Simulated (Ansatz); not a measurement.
The starting structures come from a database of crystals and need not be the phases stable at ambient conditions.

 Where the default PAW files enter, the runs use the earlier of Ansatz's two default sets.

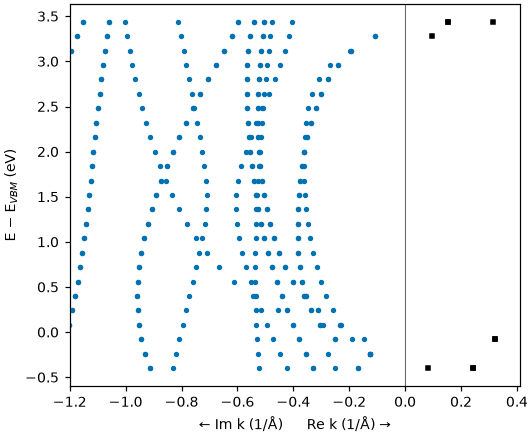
*Complex bands at the centre of the two-dimensional zone; r2SCAN run with Ansatz (a first-principles code)*

The gap is the functional's own. No spin-orbit coupling. Mid-gap values are interpolated on the energy grid.

Question: This is Ba3SrNb2O9 (P-3m1, not sure to be the ambient phase, 15 atoms a cell, 16.3 Å³ an atom, -6 GPa at this level) along the normal of (001). Read off the slowest decay at the centre of the two-dimensional zone at 1.68 eV, the computed energy nearest the middle of the gap.

Answer: κ ≈ 0.36 1/Å, a decay length 1/(2κ) of the density of 1.4 Å.
